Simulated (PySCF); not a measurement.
## Electronic structure of BH₁₀NSi₃ in real space

Input

```
{"job": {"kind": "uv", "xc": "CAM-B3LYP", "basis": "def2-SVPD", "nstates": 8, "ntriplets": 3}, "charge": 0, "multiplicity": 1}
Si     2.373725    -0.301894    -0.312837
B      0.782411     0.757959     0.113070
N     -0.535734     0.247619     0.111959
Si    -0.875685    -1.432838    -0.287200
Si    -1.834025     1.366571     0.532333
H      2.381376    -0.916236    -1.655416
H      2.627603    -1.436488     0.597066
H      3.634206     0.462189    -0.272165
H      0.887946     1.901093     0.397538
H     -0.162571    -2.282900     0.666641
H     -2.318673    -1.634229    -0.161752
H     -0.449478    -1.670429    -1.666932
H     -1.800338     2.481153    -0.415542
H     -3.099631     0.645407     0.424518
H     -1.615545     1.821012     1.906805
```

Run with:

```sh
OMP_NUM_THREADS=1 python probes_run.py task.json out
```

Geometry: GFN2-xTB.

Theory: PySCF, CAM-B3LYP/def2-SVPD, SCF density, gas phase.

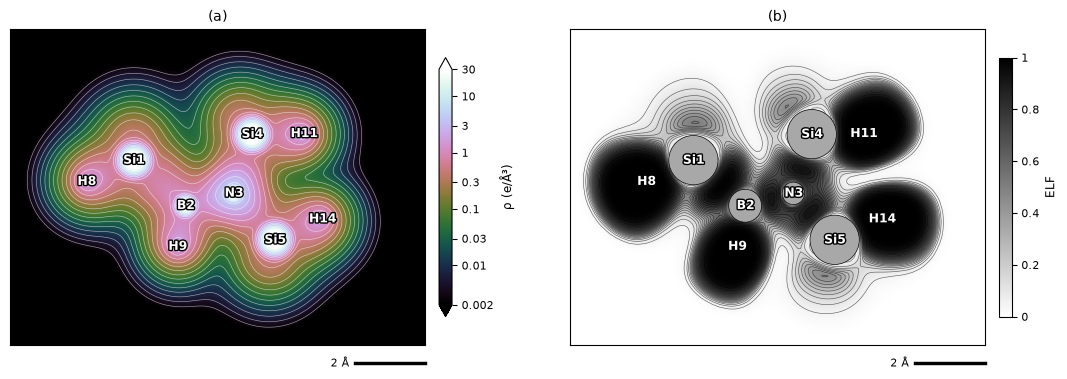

Figure 1. (a) total electron density; (b) ELF on the plane of atoms N3, Si4 and H11. Grey discs cover the atomic cores in the ELF map.

Question: Interpret the plot.

Answer:
- The plane passes through Si, B, N and H nuclei.
- B–N (1.41 Å): the density is about 1.9 e/Å³ at the midpoint; the ELF peaks at about 0.90 between the atoms (a polar covalent bond).
- Si–N (1.76 Å): the density is about 1 e/Å³ at the midpoint; the ELF peaks at about 0.95 between the atoms, as expected for a shared but strongly polarised pair.
- Si–B (1.96 Å): ρ is about 0.87 e/Å³ halfway; the ELF peaks at about 1 between the atoms; a shared electron pair.
- B–H (1.18 Å): the density is about 1.2 e/Å³ at the midpoint; the ELF climbs to about 1 towards the hydrogen, as it does in any bond to H: a covalent bond by its length.
- Si–H (1.46 Å): the density is about 0.81 e/Å³ at the midpoint; the ELF climbs to about 1 towards the hydrogen.

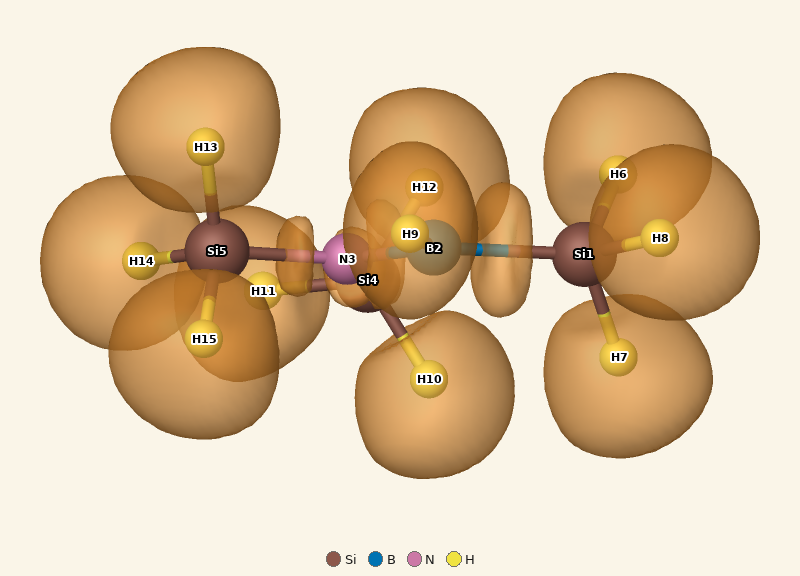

Figure 2. Isosurface of the electron localisation function at 0.85 (orange), seen from one side. Only the valence region is drawn (cores and ρ < 0.01 e/Å³ removed).

Question: Identify the bonds, lone pairs and shells in this picture.

Answer: The ELF exceeds this value in one region between bonded B–N atoms (shared pairs), one region between bonded B–Si atoms (shared pairs), two regions between bonded N–Si atoms (shared pairs) and ten regions around hydrogen nuclei.

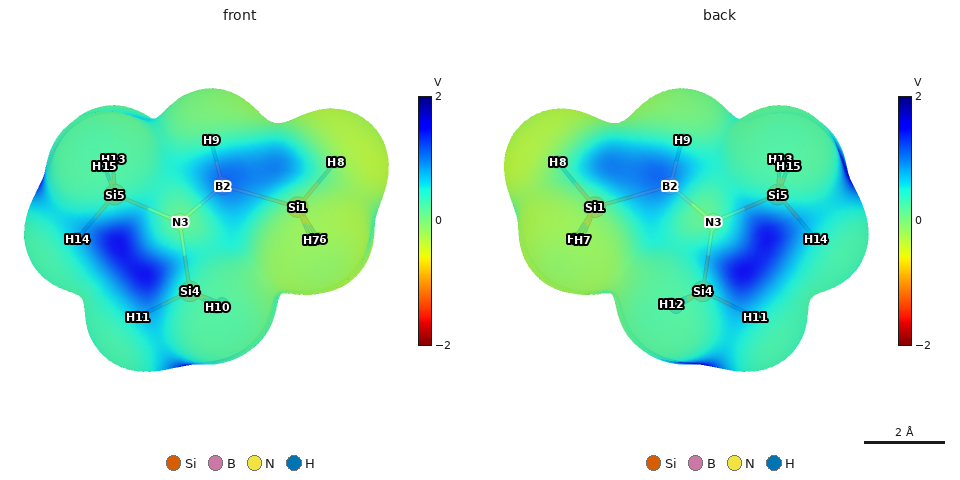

Figure 3. The electrostatic potential painted on the density surface at 0.002 e/bohr³, seen from the front and from behind; red is negative and blue positive.

Question: Describe the electrostatic potential map.

Answer: The most negative region (about −0.3 V, or −7 kcal/mol for a unit charge) lies over H8, the most positive (about +1.7 V, or +39 kcal/mol for a unit charge) over Si4 and Si5.
